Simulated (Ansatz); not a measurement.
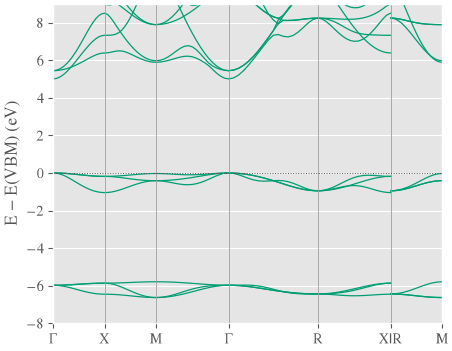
Figure. Band structure from plane-wave PAW PBE (Ansatz code)

### Question
Read off the gap and where the band edges lie.

### Answer
About 5.0 eV (5.01 eV by a search for the band edges); maximum at Γ, minimum at Γ.

### Question
Pick the material that matches.
(A) CO2, Pa-3 (C on 4a, O on 8c)
(B) CsCl, CsCl type
(C) BaHfO3, cubic perovskite

### Answer
B, CsCl, CsCl type

Space group Pm-3m (CsCl type). The PBE relaxation kept the symmetry of its start. Spin–orbit coupling is left out wherever it is not named.

Potentials: the earlier of the program's two PAW sets.
